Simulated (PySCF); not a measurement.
SMILES [SH][GeH2][SH], PBE0/def2-SVP optimised geometry. Atoms within 1.6 Å of the plane z = 1.2 Å (x, y, z in Å): Ge1 (-0.35, -0.89, 0.00), S2 (-1.19, 1.18, 0.00), S3 (-0.90, -2.02, 1.84), H5 (1.19, -0.89, 0.00), H6 (-0.58, 1.53, 1.16), H7 (-2.23, -1.88, 1.65).

Method: PBE0/def2-TZVP in PySCF 2.14.0.

Map of the deformation density (molecule minus spherical neutral atoms) (e/bohr³) on the plane z = 1.2 Å:

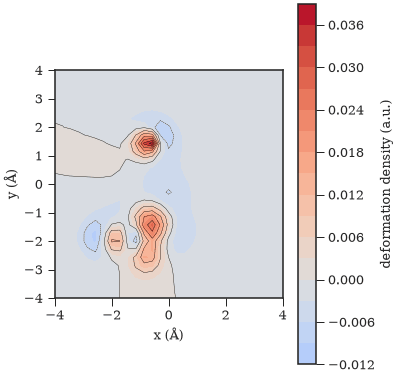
Deformation density (molecule minus spherical neutral atoms) (e/bohr³) on the plane z = 1.2 Å.
